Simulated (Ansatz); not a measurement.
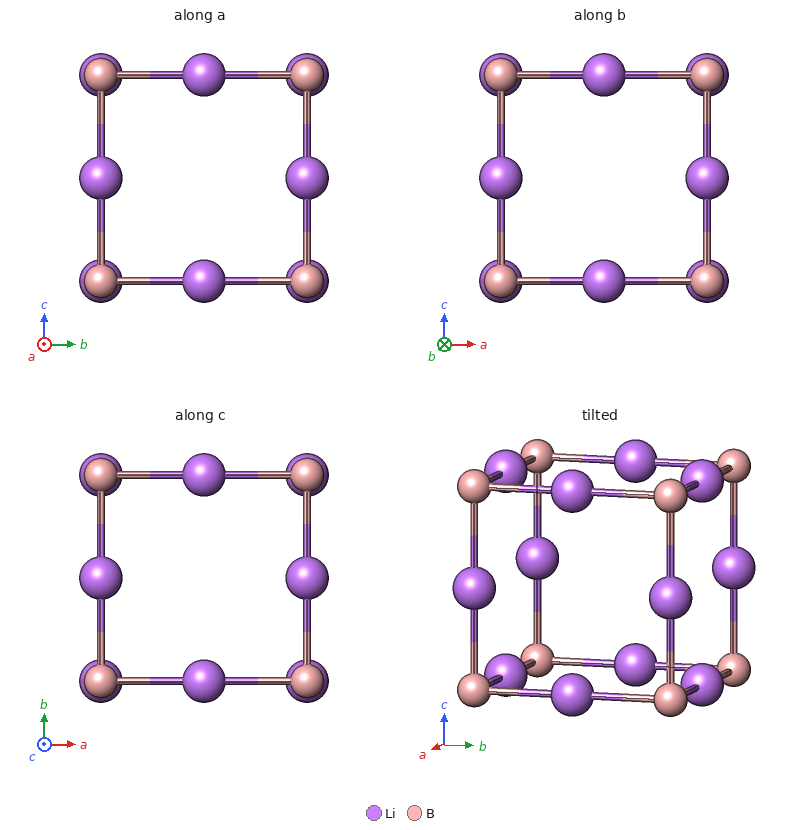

This ball-and-stick model is shown along the a axis, along the b axis, along the c axis and slightly off an axis. Lines trace the edges of the conventional unit cell.

Lattice parameters: a = 4.452 Å, b = 4.452 Å, c = 4.452 Å, α = 90.00°, β = 90.00°, γ = 90.00°. Put a along x and b in the xy plane.

> Transcribe the picture into a POSCAR file.

```
Li B
1.0
     4.452    0.000    0.000
     0.000    4.452    0.000
     0.000    0.000    4.452
Li B
3 1
Direct
  0.0000 0.5000 0.0000
  0.5000 0.0000 0.0000
  0.0000 0.0000 0.5000
  0.0000 0.0000 0.0000
```

The cell started as a structure type filled with these elements by a generator (whether the compound takes this form wasn't checked). The geometry was optimised with DFT PBE, scalar-relativistic, plane waves, PAW in Ansatz 0.2.0.
